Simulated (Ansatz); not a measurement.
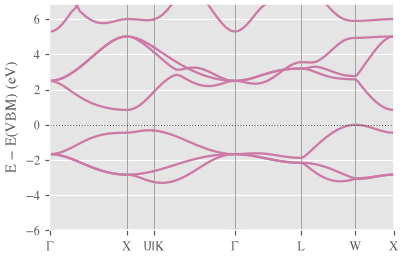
Figure: Band structure from the program Ansatz at the PBE level (PAW)

Problem. Read off the gap and where the band edges lie.

Solution. About 0.8 eV (0.84 eV by a search for the band edges); maximum at W, minimum at X.

The material is PbS (zinc blende, F-43m).

A made-up cell: these elements were put on the sites of a structure type; neither database checked (COD, Materials Project) lists it. It is not the phase usual at ambient conditions (space group No. 225). Symmetry was held in the PBE relaxation; its stability against distortions is not shown here. Scalar-relativistic: spin–orbit coupling is off unless named, which matters more the heavier the elements.

Potentials: the later of the program's two PAW sets.
